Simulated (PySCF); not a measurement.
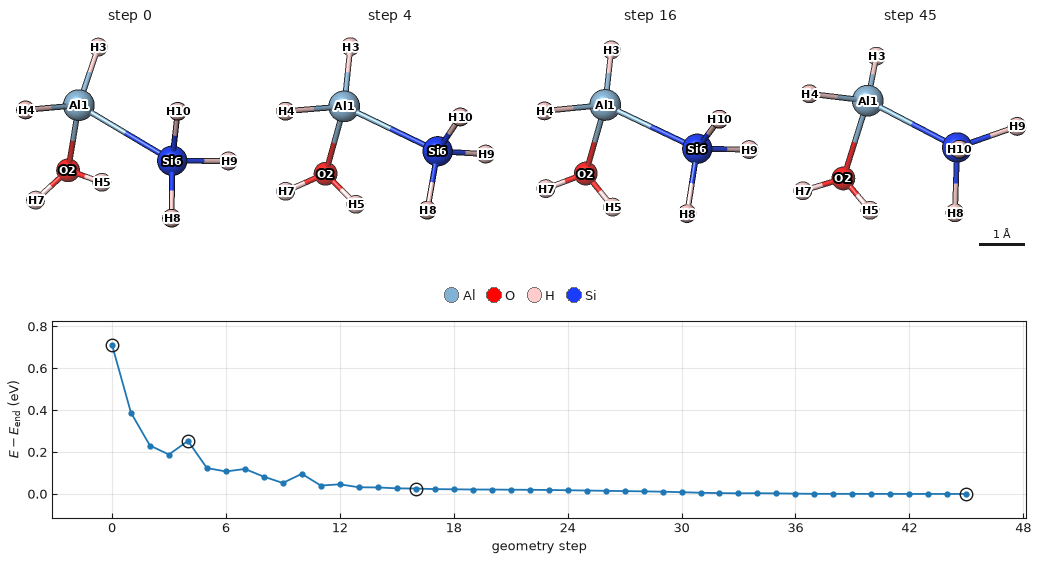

Frames of a relaxation of AlSiH7O (started from a transition state, displaced along its imaginary mode), marked on the history of the run. Style: ball-and-stick. Shown at a tilt.

The calculation used RKS PBE0-D4/def2-TZVP, density fitting (PySCF). 

Q: What happens along the run?

A: The energy falls by 0.713 eV in 45 geometry steps. The largest move after the best rigid fit is that of H10, 1.07 Å. Largest moves by element: H 1.07 Å, Si 0.35 Å, O 0.32 Å, Al 0.24 Å. Some distances before and after: Al1–O2 1.925 → 2.030 Å, Al1–Si6 2.543 → 2.473 Å, O2–H5 0.934 → 0.967 Å, O2–H7 0.990 → 0.963 Å. Bond angles that change, for instance: Al1–O2–H5 77.4° → 109.6°, Al1–Si6–H10 84.7° → 116.8°, Al1–Si6–H8 124.4° → 105.5°. Cost: 6 min on 4 threads of Arm Neoverse V1, with other jobs on the host. From step 0 to 4: H atoms move most (0.60 Å), energy −0.460 eV. From step 4 to 16: H8 moves most (0.21 Å), energy −0.228 eV. From step 16 to 45: H8 moves most (0.87 Å), energy −0.026 eV.
